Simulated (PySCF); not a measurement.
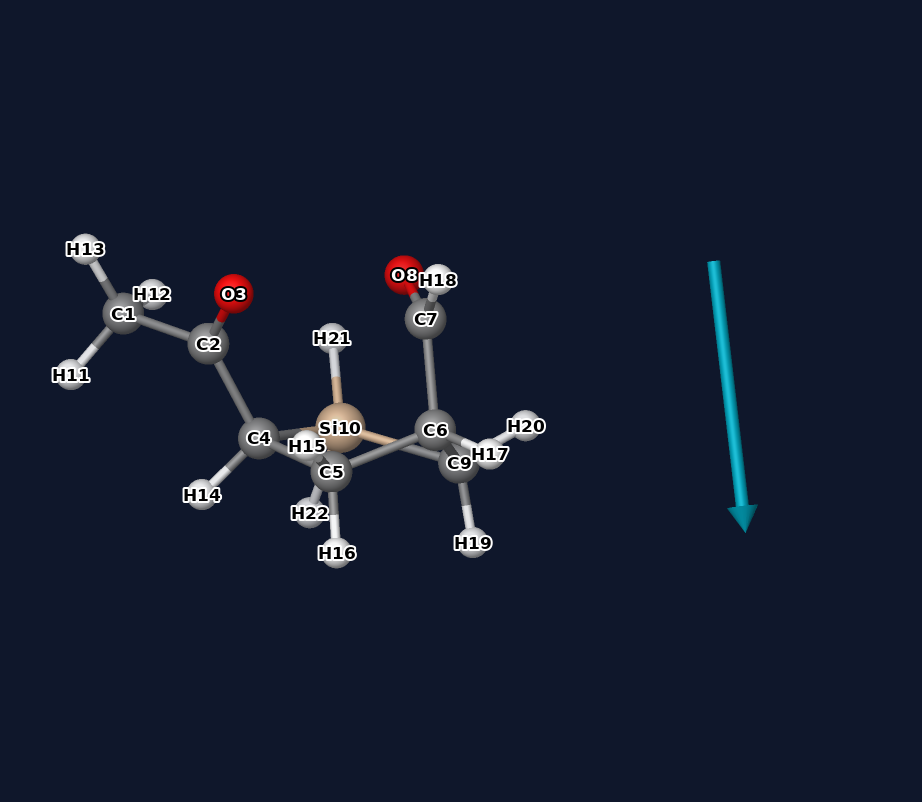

The arrow beside the molecule shows the direction of the dipole moment, from the negative to the positive end (its length means nothing). The computed structure is the end point of a GFN2-xTB optimisation. No frequency run is at hand to confirm it as a minimum. Level of theory: PBE0/pcSseg-1, gas phase (PySCF 2.14.0).

> How large is the dipole moment?

2.57 D; it points from the side of H13 to the side of H16, H19 (the outermost atoms at the two ends).

The geometry is semi-empirical. Around Si such bond lengths and angles can be off by a tenth of an ångström or more and by several degrees, and values that hang on the shape move with them.
